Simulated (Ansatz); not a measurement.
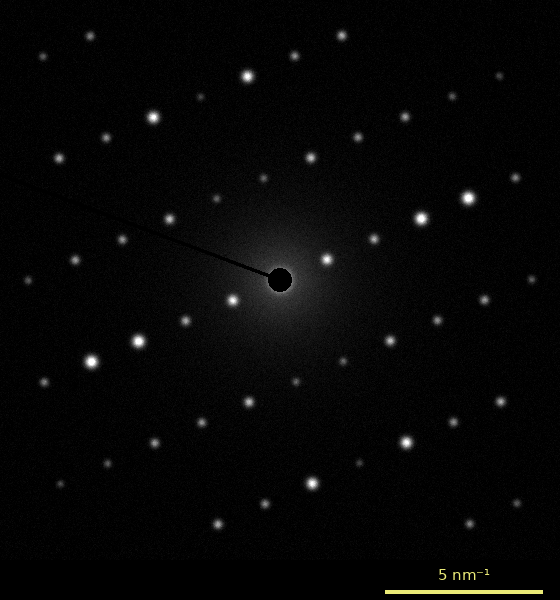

Kinematic zone-axis pattern, calculated for 200 keV electrons with B = 0.5 Å².

Q: Describe the geometry of this pattern.

A: The spots form a centred rectangular net whose two shortest vectors correspond to d = 6.09 Å and 3.04 Å, 75.6° apart.

Q: What is the point symmetry of the pattern, intensities included?

A: 2mm.

Q: What was simulated?

A: This cannot be fixed from one zone alone; the pattern is [110] of Rh₄Se₃O₄, space group Amm2 (No. 38), a = 8.024 Å, b = 3.408 Å, c = 12.186 Å. The net vectors are 0 0 2 and 1 -1 1 (weak). Structure: the end point of a relaxation with DFT, PAW plane waves, pbe in Ansatz 0.2.0; the starting structure was generated, so it need not be a known form of this composition.
